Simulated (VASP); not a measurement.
Consider the following.

```yaml
crystal:
  lattice:
    - [3.91593, 0.00000, 0.00000]
    - [0.00000, 3.91593, 0.00000]
    - [0.00000, 0.00000, 3.91593]
  atoms:
    - { symbol: Sr, position: [0.00000, 0.00000, 0.00000] }
    - { symbol: Ti, position: [0.50000, 0.50000, 0.50000] }
    - { symbol: O, position: [0.50000, 0.00000, 0.50000] }
    - { symbol: O, position: [0.00000, 0.50000, 0.50000] }
    - { symbol: O, position: [0.50000, 0.50000, 0.00000] }
```

Level of theory: MS2 meta-GGA, VASP's PBE PAW potentials (set 64) (plane waves; VASP 6.6.1). Settings: 520 eV cut-off, 6×6×6 Γ-centred mesh, tetrahedra with Blöchl corrections, potentials Sr_sv Ti_sv O.

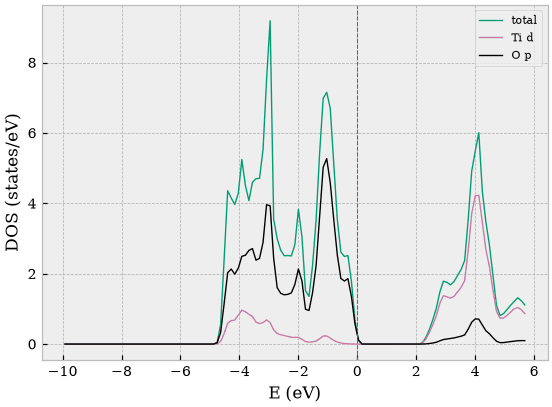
Fig. 1. Total and projected density of states, zero at the valence-band maximum

Within 2 eV below the valence-band maximum the largest weight inside VASP's projection spheres is O p.

The gap is indirect, 2.21 eV, from the valence maximum at R to the conduction minimum at Γ.

The compound is SrTiO3 in the cubic perovskite structure, the ideal cubic form; the compound distorts at low or room temperature. It was relaxed first.
